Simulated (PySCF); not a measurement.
Al(F)2(Cl), AlClF2, SMILES [F][Al]([F])[Cl] at its PBE0/def2-SVP optimised geometry (Å):

```
4

Al    -0.6128     0.0020     0.0000
F     -1.4533     1.4181     0.0000
F     -1.4459    -1.4181     0.0038
Cl     1.4533     0.0020     0.0000
```

Computed with PBE0/def2-TZVP run with PySCF. Cells within 0.4 Å of a nucleus heavier than hydrogen are left out (blank, or x).

Map of the HOMO amplitude (bohr^(-3/2)), clipped to [-0.25, 0.25] on the plane z = 0.0 Å; orbital energy -9.98 eV, overall sign arbitrary:

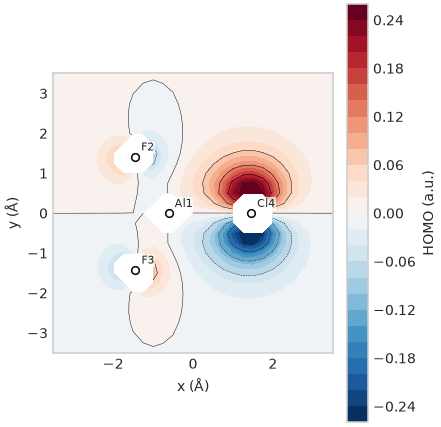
*HOMO amplitude (bohr^(-3/2)), clipped to [-0.25, 0.25] on the plane z = 0.0 Å.*
